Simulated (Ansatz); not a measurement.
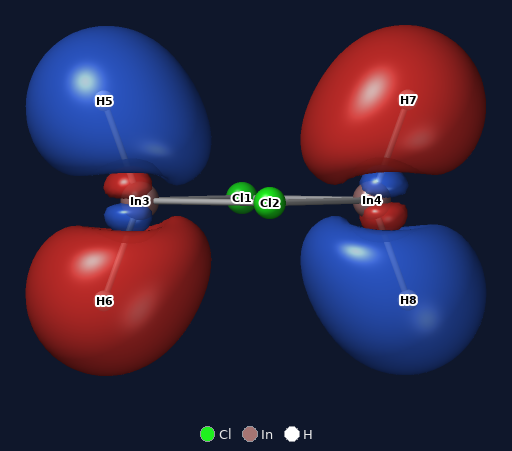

Cl2H4In2 (SMILES [Cl+]1[InH2-][Cl+][InH2-]1). The HOMO−1 at ±0.06 Å⁻³ᐟ² (red and blue are the two phases), seen across its widest extent.

Geometry: PBE0-D4/def2-SVP; core potentials replace the inner electrons of In.

Theory: isolated molecule in a Gaussian basis; Kohn-Sham density functional theory, functional PBE0 in Ansatz.

```xyz
8

Cl   -1.7554    0.1607   -0.1964
Cl    1.7552   -0.1610    0.1984
In    0.1417    1.8522    0.2492
In   -0.1417   -1.8522   -0.2494
H     0.3816    2.6249   -1.2539
H    -0.0100    2.2315    1.9065
H     0.0101   -2.2294   -1.9072
H    -0.3815   -2.6267    1.2527
```

Question: Where does this orbital lie, and at what energy?

Answer: It lies mainly on In4 (about 20 %), In3 (about 20 %), H6 (about 15 %), H5 (about 15 %), H7 (about 15 %) and H8 (about 15 %); it is gerade (even under inversion). Its energy is −8.93 eV.
